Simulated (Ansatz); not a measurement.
## Electronic structure of FH₆Si₃ (charge +1) in real space

Input

```
crystal:
  periodic: [false, false, false]
  atoms:
    - {symbol: F, position_ang: [-2.427222, -0.200157, 0.372878]}
    - {symbol: Si, position_ang: [-1.390686, -1.712612, 0.272601]}
    - {symbol: Si, position_ang: [0.468488, -0.299979, 0.610437]}
    - {symbol: Si, position_ang: [-1.319448, 1.238918, 0.645195]}
    - {symbol: H, position_ang: [-1.929634, -2.520916, 1.388901]}
    - {symbol: H, position_ang: [-1.715473, -2.209828, -1.082865]}
    - {symbol: H, position_ang: [1.353586, -0.171650, -0.574760]}
    - {symbol: H, position_ang: [1.134268, -0.481947, 1.925056]}
    - {symbol: H, position_ang: [-1.612198, 2.072021, -0.542342]}
    - {symbol: H, position_ang: [-1.826121, 1.769260, 1.930488]}
basis:
  gaussian:
    orbitals: def2-TZVPD
total_charge: 1
hamiltonian:
  xc: {name: PBE0}
output:
  forces: true
  orbitals: {seedname: orbitals}
```

Run with:

```sh
ansatz run input.yaml --threads 2 --pin off --max-ram 4350MiB --events-out events.jsonl --progress --plain --runs-dir runs
```

Geometry: r2SCAN-D4/def2-SVP.

These are results of isolated molecule in a Gaussian basis; Kohn-Sham density functional theory, functional PBE0 (Ansatz 0.2.0), not measurements.

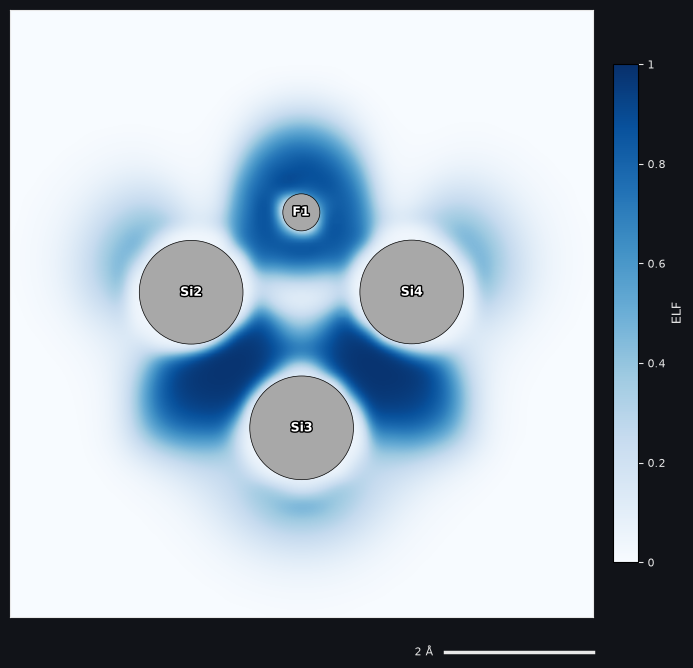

Figure 1. ELF on the plane of atoms Si2, F1 and Si4. Grey discs cover the atomic cores.

Question: What do the fields say about this system?

Answer:
- The plane passes through F and Si nuclei.
- Si–F (1.84 Å): the ELF peaks at about 0.85 in the valence shell of F, 0.6 Å from its nucleus, and is about 0.50 at the midpoint.
- Si–Si (2.36 Å): the ELF peaks at about 1 between the atoms (localised, covalent bonding).
- The ELF also peaks beside F1, away from the bonds: lone-pair regions.

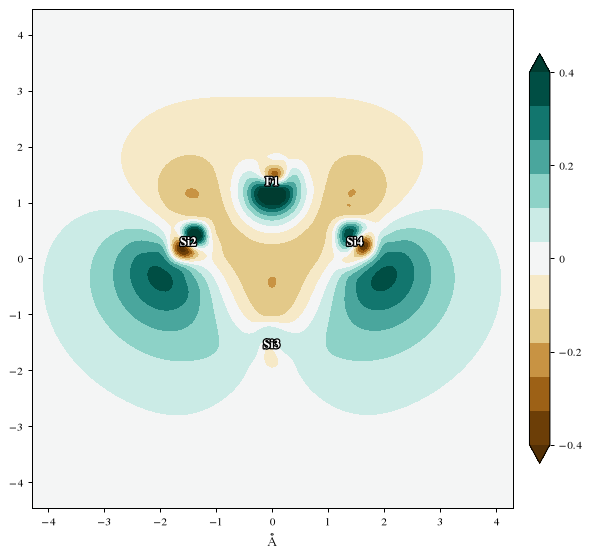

Figure 2. The LUMO on the plane of atoms Si2, F1 and Si4 (values in Å⁻³ᐟ²; the overall sign is arbitrary).

Question: Describe this orbital and give its energy.

Answer: By Hirshfeld shares it lies mainly on Si2 (about 35 %), Si4 (about 35 %), Si3 (about 15 %) and F1 (about 5 %). Its energy is −7.02 eV.

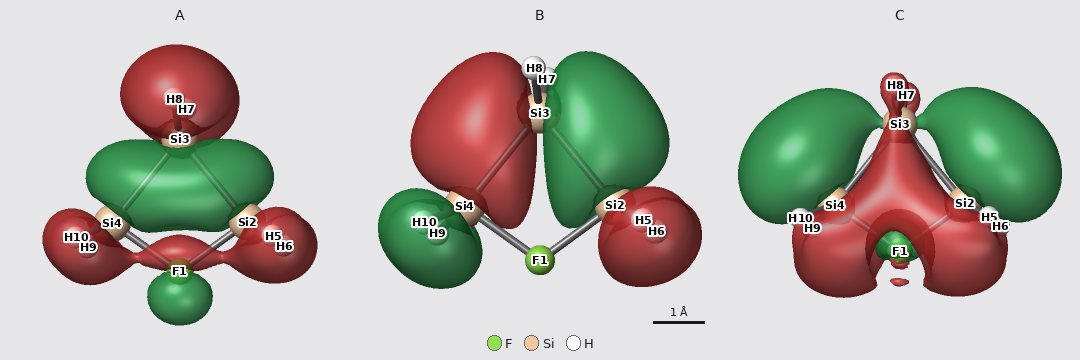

Figure 3. Three frontier orbitals at ±0.06 Å⁻³ᐟ² (green and red are the two phases), in no order.

Question: Order the three orbitals by energy and name them.

Answer: A is the HOMO−1 (−14.33 eV). By Hirshfeld shares it lies mainly on Si3 (about 35 %), Si2 (about 15 %), Si4 (about 15 %), H8 (about 10 %), H7 (about 10 %) and F1 (about 10 %). B is the HOMO (−13.08 eV). Its weight (Hirshfeld) is mainly on Si3 (about 35 %), Si2 (about 25 %) and Si4 (about 25 %). C is the LUMO (−7.02 eV). It lies mainly on Si2 (about 35 %), Si4 (about 35 %), Si3 (about 15 %) and F1 (about 5 %).

Question: What is the HOMO–LUMO gap?

Answer: 6.06 eV between the orbital energies.
